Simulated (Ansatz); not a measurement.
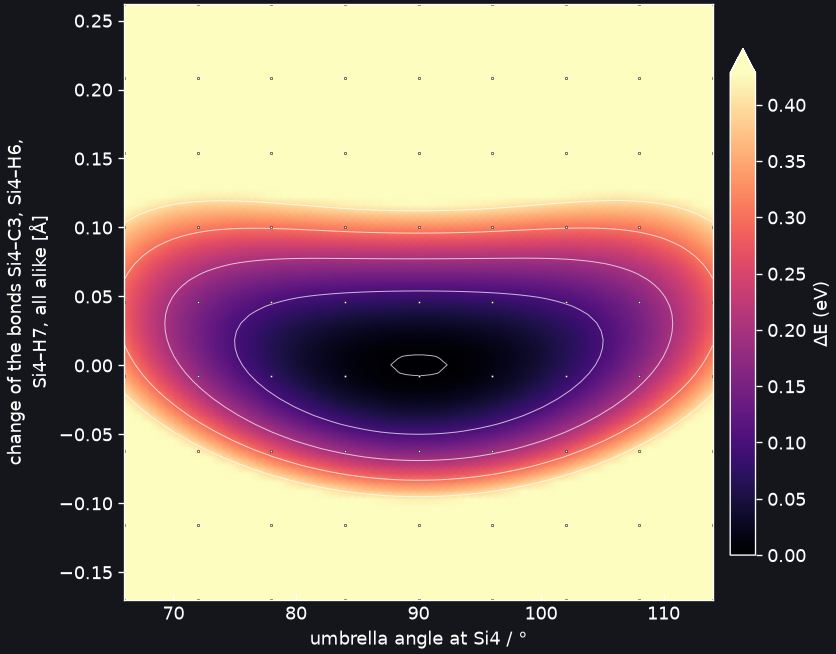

CH₃BNSi, SMILES [BH]N=C=[SiH2], spin multiplicity 2. The first coordinate is: umbrella angle at Si4 (between each of its bonds and their common axis; 90 is planar); the second: change of the bonds Si4–C3, Si4–H6, Si4–H7, all alike. Nothing is relaxed (all other coordinates rigid). The scan uses a 9 × 9 grid; 79 points were computed and 2 follow by symmetry. Points are written as (first, second). Energies are in eV, from the lowest grid point. Method: Ansatz, UKS PBE0-D4/def2-TZVP.

In the figure: a smooth colour map with a few white contour lines, dots at the grid points, one colour for all values above the top of the scale. Between grid points the surface is interpolated.

Where is the minimum, and how stiff is the well along each coordinate?

Answer. The interpolated minimum is at the first coordinate ≈ 90.0°, the second coordinate ≈ 0.000 Å. The curvatures there are about 3 eV/rad² and 76 eV/Å², with a cross term of about 0 eV/(rad·Å). Round the minimum the two coordinates are nearly uncoupled.
